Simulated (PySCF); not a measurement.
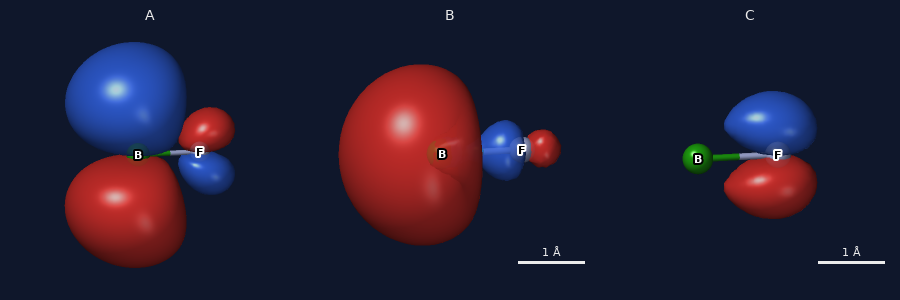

Figure. BF. Three frontier orbitals, each drawn at the value that holds 80 % of its norm (red and blue are the two phases), in no order; of a degenerate pair one member is drawn.

Level of theory: PBE0/def2-TZVP, non-relativistic Hamiltonian with scalar-relativistic core potentials where named, at a bond length of 1.265 Å (PySCF 2.14.0).

> Name the orbitals and rank them from lowest to highest energy.

Orbital C: π, occupied, −14.92 eV; mainly on F (85 %).
Orbital B: σ, occupied, −8.02 eV; mainly on B (95 %).
Orbital A: π, empty, −1.04 eV; mainly on B (85 %).
